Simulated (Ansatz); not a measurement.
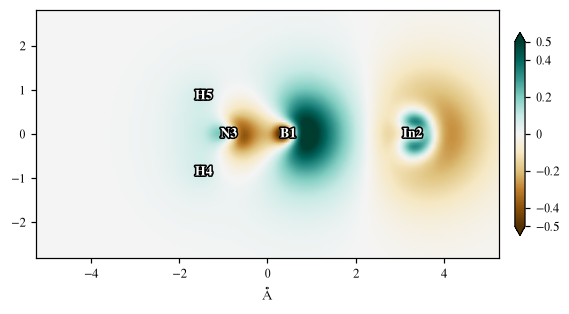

*BH2InN (charge +1). The HOMO on the molecular plane (values in Å⁻³ᐟ²; the overall sign is arbitrary).*

Geometry: BLYP-D3(BJ)/def2-SVP; core potentials replace the inner electrons of In.

These are results of isolated molecule in a Gaussian basis; Kohn-Sham density functional theory, functional PBE0 in Ansatz, not measurements.

```xyz
5

B     0.0955   -0.9198    0.4951
In   -2.2438   -0.4216   -1.0236
N     1.2134   -1.1579    1.2206
H     1.4145   -2.0647    1.6694
H     1.9470   -0.4501    1.3783
```

Q: Describe this orbital and give its energy.

A: Its weight (Hirshfeld) is mainly on In2 (about 50 %) and B1 (about 45 %); it is symmetric in the molecular plane (an in-plane orbital: σ, lone-pair or in-plane π type). Its energy is −11.71 eV.
